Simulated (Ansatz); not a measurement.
Cost and result by functional for the surface energy of the (201) surface of tetragonal indium in its 1x1 cell, outermost plane spacing 0.79 Å in the ideal cut, in Ansatz (plane waves, PAW). Single points on the PBE structure, on one kind of machine; costs are rough ratios of the slab run's core time (references not counted) to the cheapest single point. r2SCAN's cost holds its higher cutoff (500 against 420 eV). Differences are taken against r2SCAN for comparison alone: no measured value is at hand, so the table doesn't rank accuracy.

Model: 14-atom slab, 10.3 Å thick at the start (thin: gaps and levels are the slab's own), 11x4x1 mesh, Fermi-Dirac 0.1 eV, dipole correction, all atoms relaxed; held to the start's symmetry, so lower structures may exist; no spin, no spin-orbit, no U. These notes are the PBE run's.

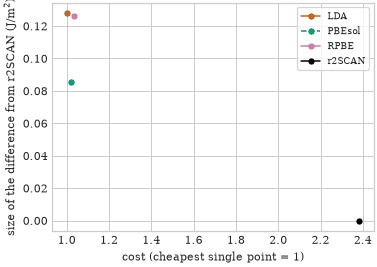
Difference from r2SCAN against cost

```json
[
 {"functional": "LDA", "relative cost": "1", "surface energy (J/m²)": "0.49", "less r2SCAN (J/m²)": "0.13"},
 {"functional": "PBEsol", "relative cost": "1", "surface energy (J/m²)": "0.45", "less r2SCAN (J/m²)": "0.09"},
 {"functional": "RPBE", "relative cost": "1", "surface energy (J/m²)": "0.24", "less r2SCAN (J/m²)": "-0.13"},
 {"functional": "r2SCAN", "relative cost": "2", "surface energy (J/m²)": "0.36", "less r2SCAN (J/m²)": "0.00"},
 {"functional": "PBE (the relaxed run's value)", "relative cost": "–", "surface energy (J/m²)": "0.33", "less r2SCAN (J/m²)": "-0.03"}
]
```

The values span 0.25 J/m², while the single points' costs differ by a factor of roughly 2. Differences are of unrounded values.

Ansatz is an electronic-structure program.
